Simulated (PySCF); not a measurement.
# C2H7BP2 (SMILES C=CB(P)P) at 6 levels

We compute a comparison of 6 runs (HF/def2-SVP, wB97X/6-31G, B3LYP/6-31G*, PBE/6-31+G*, wB97X/def2-SVP) of C2H7BP2. Input form: a Python script.

The calculation is run with PySCF 2.14.0.

### 1 Starting point

The species is C2H7BP2 (12 atoms), typed as a singlet with charge 0. SMILES: `C=CB(P)P`. The shape comes from GFN2-xTB, which is rough for such elements, and wasn't checked as a minimum.

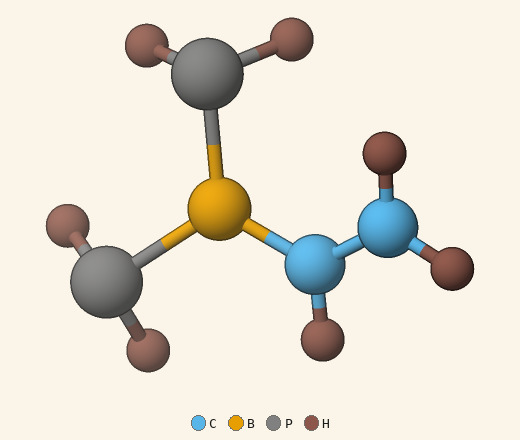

The structure, seen from a chosen angle (carbon blue, boron amber, phosphorus grey, hydrogen brown).

### 2 Energy and gradient at HF/def2-SVP (run 1)

File input.py:

```python
# C=CB(P)P
from pyscf import gto

mol = gto.Mole()
mol.atom = '''
C     -3.277352     1.372981     1.817671
C     -1.513519     1.648805     0.041857
B      0.887000    -0.017877    -0.171644
P      1.244800    -2.952640     1.825967
P      3.734779     1.309618    -1.860171
H     -3.142482    -0.111399     3.214046
H     -4.891405     2.608937     1.978203
H     -1.757408     3.191369    -1.292554
H     -1.026272    -4.131017     1.312509
H      2.636659    -4.451514     0.197476
H      4.568696    -0.817552    -3.129934
H      2.536485     2.350271    -3.933446
'''
mol.verbose = 3
mol.unit = 'bohr'
mol.basis = 'def2-svp'
mol.max_memory = 1860
mol.spin = 0
mol.build()

mf = mol.RHF()
mf.conv_tol = 1e-10
mf.kernel()
if not mf.converged:
    mf = mf.newton().run(mf.mo_coeff, mf.mo_occ)

e_final = mf.e_tot
print(f'total energy: {e_final:.8f} hartree')
grad = mf.nuc_grad_method().kernel()
dip = mf.dip_moment()
pop, q = mf.mulliken_pop()
```

The run is started by

```sh
OMP_NUM_THREADS=1 python input.py
```

Standard output:

```text
converged SCF energy = -785.655741342124
total energy: -785.65574134 hartree
[... 8 lines left out ...]
Dipole moment(X, Y, Z, Debye): -1.81053, -0.12168, -0.85236
[... 126 lines left out ...]
charge of   11H =     -0.03835
```

It took 15 s on 1 thread of Intel Xeon at 2.70GHz, shared host; peak memory 0.28 GiB.

### 3 Energy and gradient at wB97X/6-31G (run 2)

File input.py:

```python
# C=CB(P)P
import pyscf.grad
from pyscf import gto, dft

system = gto.M(
    atom='''
C     -3.277352     1.372981     1.817671
C     -1.513519     1.648805     0.041857
B      0.887000    -0.017877    -0.171644
P      1.244800    -2.952640     1.825967
P      3.734779     1.309618    -1.860171
H     -3.142482    -0.111399     3.214046
H     -4.891405     2.608937     1.978203
H     -1.757408     3.191369    -1.292554
H     -1.026272    -4.131017     1.312509
H      2.636659    -4.451514     0.197476
H      4.568696    -0.817552    -3.129934
H      2.536485     2.350271    -3.933446
''',
    unit='bohr',
    max_memory=1860,
    verbose=4,
    basis='6-31g',
    spin=0,
)

ks = dft.RKS(system)
ks.xc = 'wb97x'
ks.grids.level = 5
ks.conv_tol = 1e-10
ks.kernel()
if not ks.converged:
    ks = ks.newton().run(ks.mo_coeff, ks.mo_occ)

etot = ks.e_tot
print('Final energy', etot)
grad = ks.Gradients().kernel()
dip = ks.dip_moment()
pop, q = ks.mulliken_pop()
```

The run is started by

```sh
OMP_NUM_THREADS=1 python input.py
```

Standard output:

```text
PySCF version 2.14.0

[... 81 lines left out ...]
converged SCF energy = -787.772444543102
Final energy -787.7724445431022
[... 12 lines left out ...]
Dipole moment(X, Y, Z, Debye): -2.14294, -0.47647, -1.59512
[... 80 lines left out ...]
charge of   11H =      0.01178
```

Wall time 59 s (1 thread of Intel Xeon at 2.70GHz, shared host); peak memory 0.67 GiB.

Runs 3 to 5 aren't shown in full; the table further down has their settings and results.

### 4 Energy and gradient at wB97X/def2-SVP (run 6)

File calc.py:

```python
import pyscf.grad
from pyscf import gto, dft

mol = gto.Mole()
mol.atom = '''
C     -3.277352     1.372981     1.817671
C     -1.513519     1.648805     0.041857
B      0.887000    -0.017877    -0.171644
P      1.244800    -2.952640     1.825967
P      3.734779     1.309618    -1.860171
H     -3.142482    -0.111399     3.214046
H     -4.891405     2.608937     1.978203
H     -1.757408     3.191369    -1.292554
H     -1.026272    -4.131017     1.312509
H      2.636659    -4.451514     0.197476
H      4.568696    -0.817552    -3.129934
H      2.536485     2.350271    -3.933446
'''
mol.max_memory = 1860
mol.spin = 0
mol.unit = 'bohr'
mol.basis = 'def2-svp'
mol.charge = 0
mol.verbose = 4
mol.build()

mf = dft.RKS(mol)
mf.xc = 'wb97x'
mf.conv_tol = 1e-10
mf.grids.level = 5
mf.kernel()
if not mf.converged:
    mf = mf.newton().run(mf.mo_coeff, mf.mo_occ)

energy = mf.e_tot
print('E = %.10f Eh' % energy)
grad = mf.Gradients().kernel()
dip = mf.dip_moment()
pop, q = mf.mulliken_pop()
```

The run is started by

```sh
OMP_NUM_THREADS=1 python calc.py
```

Standard output:

```text
PySCF version 2.14.0

[... 81 lines left out ...]
converged SCF energy = -787.621483161697
[... 13 lines left out ...]
Dipole moment(X, Y, Z, Debye): -1.60326, -0.21071, -0.96023
[... 126 lines left out ...]
charge of   11H =     -0.01204
```

It took 77 s on 1 thread of Intel Xeon at 2.70GHz, shared host; peak memory 1.2 GiB.

### 5 Overview of the runs

```tsv
run	level	integration grid	Cartesian functions	energy (Eh)	dipole moment (D)	HOMO energy (eV)	LUMO energy (eV)	wall time
1	HF/def2-SVP	–	no	-785.655741	2.00	-9.33	1.51	15 s
2	wB97X/6-31G	5	no	-787.772445	2.71	-9.05	0.20	59 s
3	B3LYP/6-31G* (spherical functions)	5	no	-787.941609	2.01	-6.56	-1.96	51 s
4	B3LYP/6-31G* (Cartesian functions)	5	yes	-787.948487	2.01	-6.56	-1.96	56 s
5	PBE/6-31+G* (spherical functions)	5	no	-787.425718	1.81	-5.87	-2.91	67 s
6	wB97X/def2-SVP	5	no	-787.621483	1.88	-9.14	0.09	77 s
```

### 6 Results

```
                       quantity          value
            run 6: total energy  -787.62148 Eh
           run 6: dipole moment         1.88 D
             run 6: HOMO energy       -9.14 eV
             run 6: LUMO energy        0.09 eV
           run 6: HOMO–LUMO gap        9.23 eV
run 6: largest force on an atom     0.950 eV/Å
```

In words: The dipole moment runs from 1.81 D (PBE/6-31+G*) to 2.71 D (wB97X/6-31G). Basis or surroundings differ between these two runs. The HOMO–LUMO gap runs from 2.96 eV (PBE/6-31+G*) to 10.84 eV (HF/def2-SVP). Totals of different functionals can't be ranked against each other. All runs together took 5.4 min, the longest 77 s.
